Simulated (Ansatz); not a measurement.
# Calculations on CHClF$_{2}$Si

Part 1: Relaxation

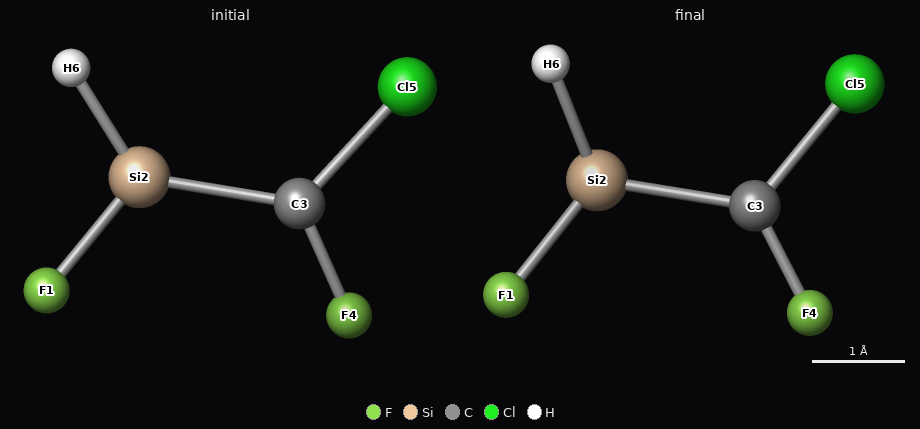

The structure of CHClF2Si before (left) and after (right) a relaxation, at one scale.

A ball-and-stick model, seen face on.

The run prepares an end point of a later path (torsion) calculation, from a guessed geometry.

Theory: RKS LDA/def2-SVP in Ansatz. Settings: no spin polarisation; force threshold 0.015 eV/Å; at most 40 steps.

> Summarise the run.

After 9 accepted moves (10 points after the start) the energy has fallen by 0.199 eV. The largest force component goes from 1.5 to 0.014 eV/Å. The line search rejected the trial step at point 9 of the run. The atom that moves furthest after the best rigid fit is H6 (0.26 Å). Largest moves by element: H 0.26 Å, Si 0.18 Å, Cl 0.14 Å, F 0.14 Å, C 0.10 Å. Among the contacts that change: Si2–H6 1.434 → 1.494 Å, C3–F4 1.361 → 1.313 Å, C3–Cl5 1.741 → 1.720 Å, F1–Si2 1.602 → 1.621 Å. Among the angles between lasting bonds that change: C3–Si2–H6 128.2° → 113.3°, F1–Si2–H6 107.0° → 111.8°, Si2–C3–F4 120.7° → 125.3°.

Part 2: Relaxation

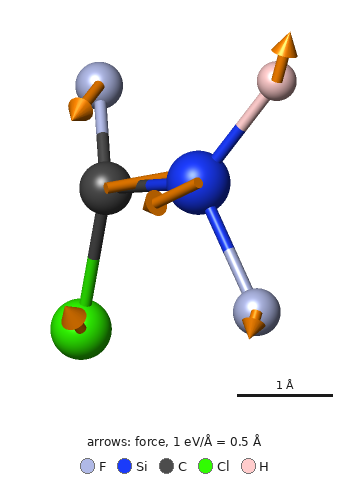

Starting geometry of CHClF$_{2}$Si with the computed forces as orange arrows. The picture is a ball-and-stick view, seen from a free direction.

The run prepares an end point of a later path (torsion) calculation, from a guessed geometry.

The calculation used Ansatz, RKS LDA/def2-SVP. Set-up: no spin polarisation; force threshold 0.015 eV/Å; at most 40 steps.

What follows when this structure is relaxed?

Answer. It isn't relaxed: the largest force vector, on the C atom, is 2.18 eV/Å. The final displacements follow the starting forces only in part (cosine between the two patterns 0.66). After 9 accepted moves (10 points after the start) the energy has fallen by 0.463 eV. Largest force component: 1.7 eV/Å at the start, 0.0067 eV/Å at the end. The line search rejected the trial step at point 7 of the run. The largest move after the best rigid fit is that of the C atom, 0.28 Å. By element the largest moves are C 0.28 Å, F 0.16 Å, H 0.14 Å, Si 0.11 Å, Cl 0.04 Å. Near-neighbour distances that change, for instance: H–Si 1.434 → 1.496 Å, C–F 1.361 → 1.318 Å, C–Cl 1.742 → 1.710 Å, F–Si 1.602 → 1.620 Å. Bond angles that change, for instance: C–Si–H 128.2° → 114.8°, F–Si–C 118.9° → 113.9°, F–Si–H 107.0° → 111.7°. Cost: 11 s on 1 thread of Intel(R) Xeon(R) 6975P-C (Granite Rapids), with other jobs on the host, peak memory 0.15 GiB.

Part 3: Path

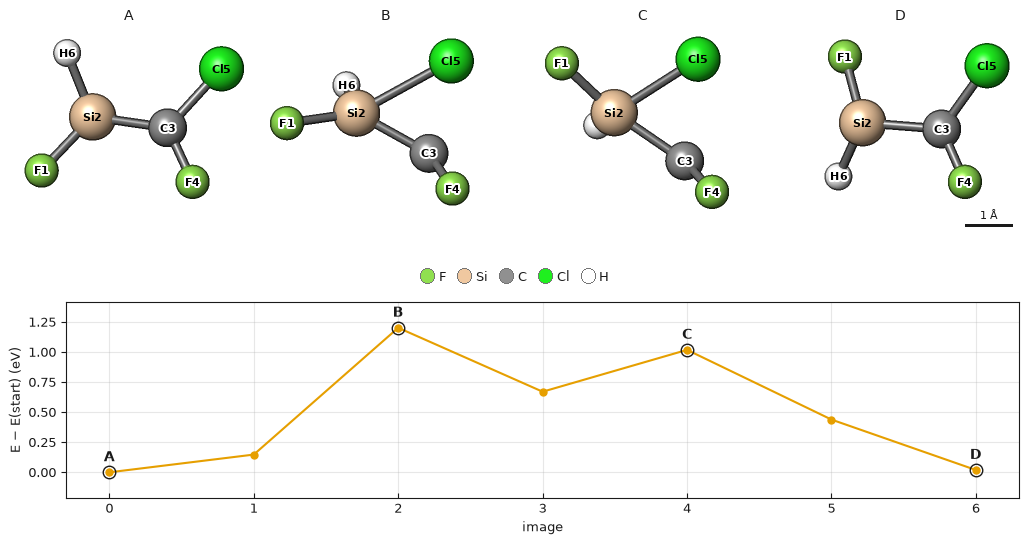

A nudged-elastic-band calculation for CHClF2Si. Images are numbered from 0 (start) to 6 (end). Frames A to D are images 0, 2, 4, 6. Style: ball-and-stick. Shown at a tilt.

Method: Ansatz, RKS LDA/def2-SVP.

Input
```yaml
crystal:
  periodic: [false, false, false]
  atoms:
    - { symbol: F, position_ang: [-1.209266, -1.165518, 1.420873] }
    - { symbol: Si, position_ang: [-0.641651, 0.152685, 0.667005] }
    - { symbol: C, position_ang: [0.389408, -0.133767, -0.73769] }
    - { symbol: F, position_ang: [0.343965, -1.195834, -1.507754] }
    - { symbol: Cl, position_ang: [1.185134, 1.202762, -1.472457] }
    - { symbol: H, position_ang: [-0.067581, 1.139663, 1.630033] }
basis:
  gaussian: { orbitals: def2-SVP }
hamiltonian:
  xc: lda
neb:
  order_check: false
  images: 5
  f_tol: 0.03
  max_iterations: 60
  final_atoms:
    - { symbol: F, position_ang: [-1.17497233, -1.23945954, 1.21126919] }
    - { symbol: Si, position_ang: [-0.63507622, 0.19430814, 0.68365982] }
    - { symbol: C, position_ang: [0.44803311, 0.08346908, -0.71000014] }
    - { symbol: F, position_ang: [1.07454789, 1.14411083, -1.17922109] }
    - { symbol: Cl, position_ang: [0.41291512, -1.22236298, -1.81293795] }
    - { symbol: H, position_ang: [-0.12543858, 1.03992547, 1.80724016] }
  initial_path:
    images:
      - { positions_ang: [[-1.209266, -1.165518, 1.420873], [-0.641651, 0.152685, 0.667005], [0.389408, -0.133767, -0.73769], [0.343965, -1.195834, -1.507754], [1.185134, 1.202762, -1.472457], [-0.067581, 1.139663, 1.630033]] }
      - { positions_ang: [[-0.91094877, -1.12468592, 1.5820769], [-0.61559931, 0.09579687, 0.67773574], [0.3772082, -0.16464134, -0.76200986], [0.13313974, -0.96102023, -1.66561359], [1.41362291, 0.99551558, -1.34447411], [-0.39741376, 1.15902604, 1.51229491]] }
      - { positions_ang: [[-0.61263154, -1.08385383, 1.7432808], [-0.58954763, 0.03890873, 0.68846648], [0.3650084, -0.19551568, -0.78632971], [-0.07768553, -0.72620646, -1.82347317], [1.64211182, 0.78826917, -1.21649122], [-0.72724652, 1.17838907, 1.39455683]] }
      - { positions_ang: [[-0.31431431, -1.04302175, 1.9044847], [-0.56349594, -0.0179794, 0.69919722], [0.3528086, -0.22639002, -0.81064957], [-0.28851079, -0.49139269, -1.98133276], [1.87060073, 0.58102275, -1.08850833], [-1.05707928, 1.19775211, 1.27681874]] }
      - { positions_ang: [[-0.60120032, -1.10850101, 1.67341286], [-0.58735604, 0.05278311, 0.69401809], [0.3845501, -0.12310365, -0.77709976], [0.1658421, 0.05377515, -1.7139622], [1.38470552, -0.02010583, -1.32998487], [-0.74653238, 1.14514323, 1.45362588]] }
      - { positions_ang: [[-0.88808632, -1.17398027, 1.44234103], [-0.61121613, 0.12354562, 0.68883895], [0.41629161, -0.01981728, -0.74354995], [0.620195, 0.59894299, -1.44659165], [0.89881032, -0.62123441, -1.57146141], [-0.43598548, 1.09253435, 1.63043302]] }
      - { positions_ang: [[-1.17497233, -1.23945954, 1.21126919], [-0.63507622, 0.19430814, 0.68365982], [0.44803311, 0.08346908, -0.71000014], [1.07454789, 1.14411083, -1.17922109], [0.41291512, -1.22236298, -1.81293795], [-0.12543858, 1.03992547, 1.80724016]] }
```

Run as
```bash
ansatz run input.yaml --threads 1 --pin off --max-ram 2048MiB --backend cpu --events-out ev --progress --plain --runs-dir out
```

> What happens along the path, and what is the barrier?

The path has more than one stage, and so few images may leave a stage unresolved. No bond forms or breaks between the ends, but on the way Si2–Cl5 closes (3.00 → 2.37 Å at the highest image). Among the angles between lasting bonds that change up to the highest image: F1–Si2–C3 116.3° → 135.1°, Si2–C3–F4 125.3° → 132.3°. The energy climbs by 1.20 eV to image 2 and then falls by 1.18 eV, so the end point sits at +0.02 eV. The profile has 2 maxima (images 2, 4) with a dip at image 3 (+0.67 eV), so the process runs in steps. The band converged in 44 iterations. The largest component of the band force went from 94 to 0.018 eV/Å. The climbing image converged on the top of the path. Its vibrational analysis gives one imaginary mode (236i cm⁻¹), as a transition state must have.
